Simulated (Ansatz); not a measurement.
# RbTi2: relaxing a made-up structure, part 2 of 2

This structure for RbTi2 is made up. Its elements were placed in a known structure type with a cell scaled to their sizes. What cell does the guess relax to, and how far off was it?

Ansatz 0.2.0; DFT, r2SCAN, plane-wave PAW, files of the set soft_1, scalar-relativistic, no spin, cell and ions relaxed at zero pressure; PAW set soft_1 (the session's first sound run).

So far: Starting point; Relaxing cell and atoms. The relaxed cell has a = 3.592, c = 7.192 Å (conventional setting).

## (3) Bands of the relaxed cell

With the geometry fixed, one more self-consistent run, with a narrower smearing and the mesh shown in its input, gives the bands, and its pressure, and its forces where symmetry allows any, show how far the geometry depends on these settings.

This step: DFT, r2SCAN, plane-wave PAW, files of the set soft_1, scalar-relativistic, no spin, bands and density of states at the relaxed cell; PAW set soft_1 (Ansatz 0.2.0).

File input.yaml:

```yaml
crystal:
  lattice:
    - [3.5922881358, 0.0, 0.0]
    - [0.0, 3.5922881358, 0.0]
    - [0.0, 0.0, 7.1924050717]
  atoms:
    - { symbol: Rb, position: [0.0, 0.0, 0.0] }
    - { symbol: Ti, position: [0.0, 0.5, 0.5] }
    - { symbol: Ti, position: [0.5, 0.0, 0.5] }
kpoints:
  mp_grid: { grid: [8, 8, 4] }
  band_path:
    path:
      - [[0.0, 0.0, 0.0], [0.0, 0.5, 0.0], [0.5, 0.5, 0.0], [0.0, 0.0, 0.0], [0.0, 0.0, 0.5], [0.0, 0.5, 0.5], [0.5, 0.5, 0.5], [0.0, 0.0, 0.5]]
      - [[0.0, 0.5, 0.0], [0.0, 0.5, 0.5]]
      - [[0.5, 0.5, 0.0], [0.5, 0.5, 0.5]]
    npoints: 8
scf:
  occupations: { method: fermi_dirac, width: 0.03 }
  n_extra_bands: 7
hamiltonian:
  xc: r2scan
  pseudopotentials: { kind: paw, azcp: { folder: soft_1 } }
output:
  forces: true
  stress: true
  write_bands: true
  dos: { projected: true }
  write_density: true
  write_potential: true
  elf: true
  volumetric_format: npy
```

Launch:

```bash
> ansatz run input.yaml --threads 4 --pin off --max-ram 8192MiB --backend cpu --events-out ev --progress --plain --runs-dir out
```

Numbers of over 12 decimals in the logs are rounded to 6 here.

Log:

```text
[...]
Crystal: 3 atoms, lattice volume = 92.815 Å³
Basis set: ecut = 500 eV, 2355 PW (Γ), exchange–correlation on 108×108×216 points (64 copies of the dense FFT grid, shifted against one another)
Bands: 24, of which v1, the nominal top of the filled ones, is band 17 counted from 1 (16 counted from 0)
Symmetry: 16 space group operations
[...]
k-points: 45 of 256
[...]
SCF iter   1: F=—  HF=-8284.101823 eV  |F-HF|=—  |Δ(HF+E_count)|=         —  Δρ=3.87e-2  dr2=1.67e0  dr2_τ=4.77e-2  ethr=3.10e-3  ⟨swp⟩=5.8  Hψ=4781  notcnv=0
[...]
SCF iter  10: F=-8283.766214 eV  HF=-8283.766214 eV  |F-HF|=1.83e-8  |Δ(HF+E_count)|=   1.35e-7  Δρ=4.60e-6  dr2=2.20e-8  dr2_τ=7.48e-10  ethr=3.03e-10  ⟨swp⟩=14.5  Hψ=7594  notcnv=0
SCF 1 converged in 10 iterations: F = -8283.766214 eV  dr2 = 2.20e-8
[...]
NSCF: frozen V_eff on 75 k-points
SCF converged after 10 iterations
Free energy (F): -8283.766214 eV
[...]
Internal energy: -8283.752972 eV  (E = F + TS)
E sigma→0 (E₀):  -8283.759593 eV
Entropy (-TS):   -0.013242 eV (-4.414 meV/atom)
Fermi energy:    7.106991 eV
[...]
--- Stress (GPa, compression-positive) ---
        0.118490       0.000000       0.000000
        0.000000       0.118490       0.000000
        0.000000       0.000000      -0.045557
  P = ⅓ Tr σ = 0.0638 GPa (0.638 kbar)
--- Band table (eV; the first three rows and the last of 45) ---
  k-point 0: bands = [... 13 lower, 4.5697, 5.8684, 5.9598, 6.8563, 7.4561, 7.4561, 8.6370, 9.6988, ... 3 higher]
  k-point 1: bands = [... 13 lower, 4.5744, 5.6874, 5.8684, 6.7554, 7.4680, 7.4680, 8.9334, 9.8054, ... 3 higher]
  k-point 2: bands = [... 13 lower, 4.5793, 5.3979, 5.8684, 6.7068, 7.4802, 7.4802, 9.1702, 9.9623, ... 3 higher]
  k-point 44: bands = [... 13 lower, 5.8264, 6.3298, 6.3298, 8.2967, 8.2967, 8.7193, 8.8298, 8.8855, ... 3 higher]
```

Elapsed: 2 s, on 4 threads of AMD EPYC 9R45 (Zen 5), shared host; peak memory 0.73 GiB.

Numbers from this step:

```yaml
free_energy: -8283.7662 eV
energy_at_zero_smearing: -8283.7596 eV
smearing_term_ts: 0.01324 eV
fermi_energy: 7.107 eV
pressure: 0.06381 GPa
```

From bands.tsv, the bands that come nearest the Fermi level along the path, at its corners, in eV from the Fermi level:

| point | band 13 | band 14 | band 15 | band 16 | band 17 | band 18 | band 19 | band 20 |
| --- | --- | --- | --- | --- | --- | --- | --- | --- |
| Γ | -4.52 | -2.54 | -1.24 | -1.15 | -0.25 | 0.35 | 0.35 | 1.53 |
| X | -1.63 | -1.48 | -0.56 | -0.10 | 0.87 | 1.01 | 1.16 | 1.16 |
| M | -1.17 | -1.13 | -0.75 | -0.75 | 0.68 | 1.37 | 1.56 | 1.56 |
| Γ | -4.52 | -2.54 | -1.24 | -1.15 | -0.25 | 0.35 | 0.35 | 1.53 |
| Z | -4.25 | -2.53 | -1.71 | -1.24 | -0.40 | 0.37 | 0.37 | 2.06 |
| R | -1.61 | -1.38 | -0.50 | -0.33 | 0.70 | 1.16 | 1.16 | 1.28 |
| A | -1.29 | -1.28 | -0.78 | -0.78 | 1.19 | 1.19 | 1.61 | 1.72 |
| Z | -4.25 | -2.53 | -1.71 | -1.24 | -0.40 | 0.37 | 0.37 | 2.06 |
| X | -1.63 | -1.48 | -0.56 | -0.10 | 0.87 | 1.01 | 1.16 | 1.16 |
| R | -1.61 | -1.38 | -0.50 | -0.33 | 0.70 | 1.16 | 1.16 | 1.28 |
| M | -1.17 | -1.13 | -0.75 | -0.75 | 0.68 | 1.37 | 1.56 | 1.56 |
| A | -1.29 | -1.28 | -0.78 | -0.78 | 1.19 | 1.19 | 1.61 | 1.72 |

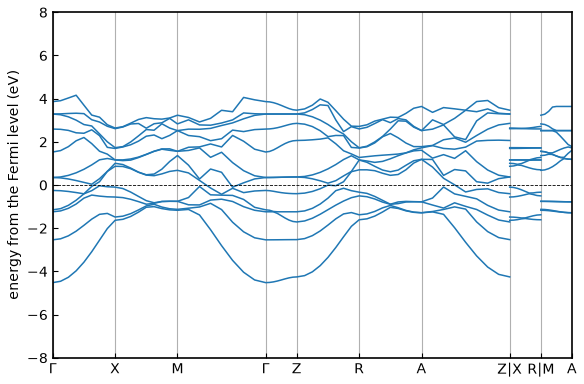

Bands along the path. 12 bands lie wholly below the window drawn.

Counts of states for the cell as run, both spins, by energy window (eV from the Fermi level):

```
from  to  total
  -8  -7   0.00
  -7  -6   0.00
  -6  -5   0.00
  -5  -4   0.13
  -4  -3   0.47
  -3  -2   0.86
  -2  -1   2.70
  -1   0   4.80
   0   1   3.49
   1   2   3.63
```

A further 24.0 states lie below the table's range.

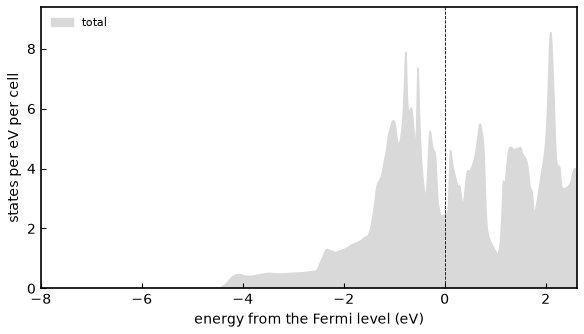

Total density of states, smoothed over about 0.04 eV.

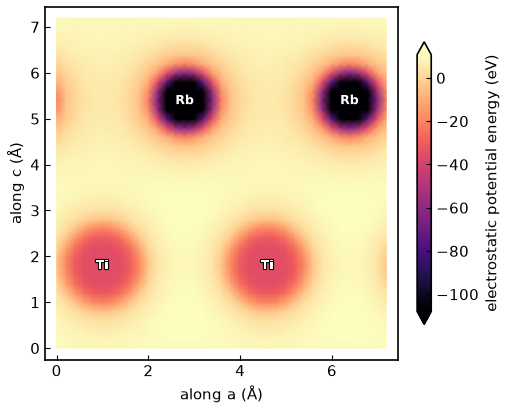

Electrostatic potential energy in the ac plane at fractional y = 0.000, with atoms of Rb and Ti within 0.2 Å of it. With pseudopotentials it is smooth inside the atoms' cores, unlike the true potential. The map starts off the cell's origin, so that atoms lie inside it.

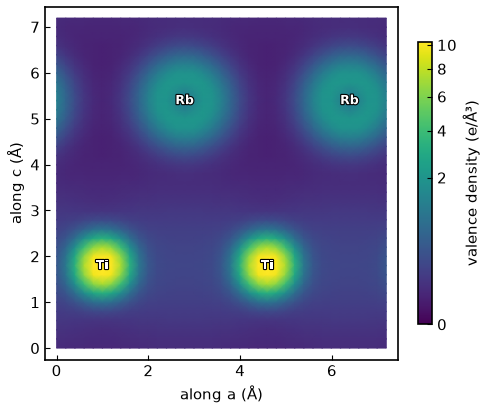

Valence density in the ac plane at fractional y = 0.000, with atoms of Rb and Ti within 0.2 Å of it. It is the smooth field of the valence electrons, not physical close to the nuclei. The map starts off the cell's origin, so that atoms lie inside it. The colour scale is stretched toward low values.

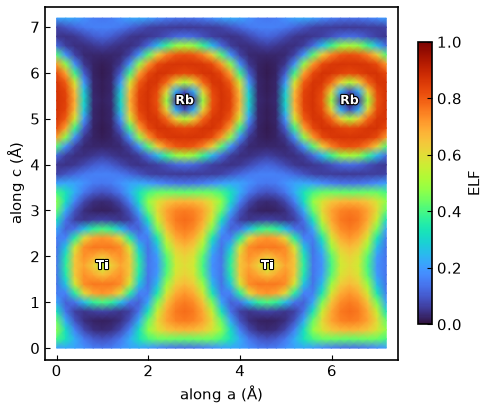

ELF in the ac plane at fractional y = 0.000, with atoms of Rb and Ti within 0.2 Å of it. It is the smooth field of the valence electrons, not physical close to the nuclei. The map starts off the cell's origin, so that atoms lie inside it.

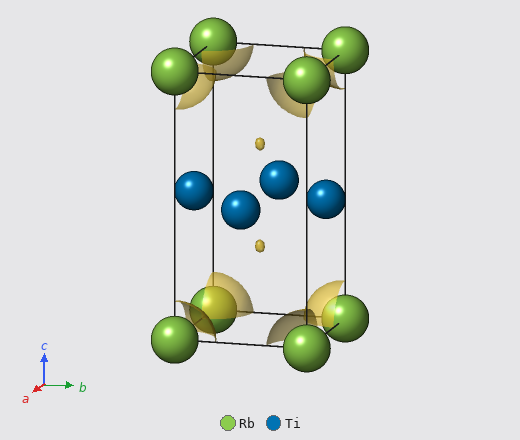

Surface of ELF = 0.79.

## (4) What came out

| Quantity | Value |
| --- | --- |
| space group, relaxed | P4/mmm |
| conventional cell | a = 3.592, b = 3.592, c = 7.192 Å; α = 90.0°, β = 90.0°, γ = 90.0° |
| volume per atom | 30.94 Å³ (guess 41.91) |

What this shows: RbTi2 relaxes to P4/mmm with a = 3.592, b = 3.592 and c = 7.192 Å. The guessed volume was 35 % too large. The space group P4/mmm was held in the relaxation, so the end point is a stationary structure within it and may be a saddle against distortions or other arrangements. Bands cross the Fermi level, so it is a metal or semimetal at this level. The electron count is odd, which forces that without spin polarisation or a larger cell. On the 8×8×4 mesh with the narrower smearing (relaxed on 5×5×7) the forces vanish, as symmetry may demand, and the largest stress component is 0.118 GPa, against the relaxation's thresholds of 0.015 eV/Å and 0.05 GPa. The cutoff wasn't tested. A vector of the cell changed its length by 83 %, so the starting arrangement is largely lost and the mesh was laid for another shape. No dispersion term is used, so weakly bound directions may come out too long. The runs have no spin, and magnetism wasn't tested. Nothing here tests whether the compound is stable against decomposition.

[Logs are printed without paths, hosts, clocks, repeated set-up lines and the standing remarks that a program may print on its own settings, such as how far it seeks lower states.]

[Hosts, paths, dates, database ids (printed as entryN), source tags and the programs' standing remarks are cut or masked in the printed files.]
